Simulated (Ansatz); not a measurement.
Band structure of CoSi (P2_13, 8 atoms in the cell).

```
CELL_PARAMETERS angstrom
      4.44098     0.00000     0.00000
      0.00000     4.44098     0.00000
      0.00000     0.00000     4.44098
ATOMIC_POSITIONS crystal
  Co 0.85410 0.64590 0.35410
  Co 0.64590 0.35410 0.85410
  Co 0.35410 0.85410 0.64590
  Co 0.14590 0.14590 0.14590
  Si 0.15654 0.34346 0.65654
  Si 0.34346 0.65654 0.15654
  Si 0.65654 0.15654 0.34346
  Si 0.84346 0.84346 0.84346
```

Computed with PBE (plane waves, PAW; Ansatz, a first-principles code).

Settings: basis.ecutwfc = 30.9 Ry; kpoints.mp_grid.grid = 9 9 9; hamiltonian.xc = pbe; hamiltonian.pseudopotentials = {kind: paw} (the program's default PAW files); scf.occupations.method = gaussian; scf.occupations.width = 0.0073 Ry; kpoints.band_path.npoints = 8.

The starting cell comes from a database of computed structures (which also holds hypothetical and non-ambient phases and stackings), without a prior relaxation at this level. Its lattice was rescaled by a random factor within 2.5 % of one. Spin polarisation is off.

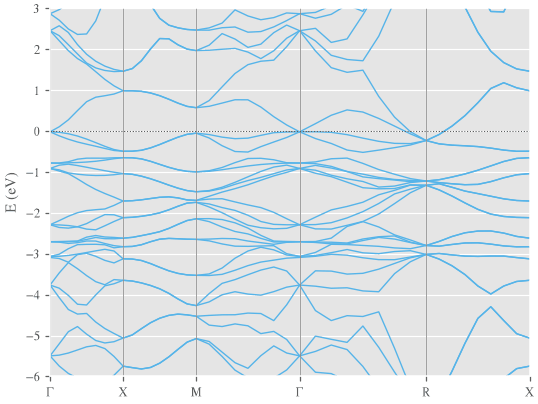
Figure. Bands along the path, energies from the Fermi level.

Levels in eV from the Fermi level, bands 39 to 46:
```csv
point,39,40,41,42,43,44,45,46
Γ,-0.78,-0.78,-0.02,-0.02,-0.02,2.46,2.46,2.46
X,-0.65,-0.65,-0.49,-0.49,0.99,0.99,1.47,1.47
M,-1.00,-1.00,-0.05,-0.05,0.57,0.57,1.97,1.97
R,-1.22,-1.22,-0.23,-0.23,-0.23,-0.23,5.33,5.33
```

Bands cross the Fermi level along this path, so the cell is metallic at this level.

Keys are those of Ansatz 0.2.
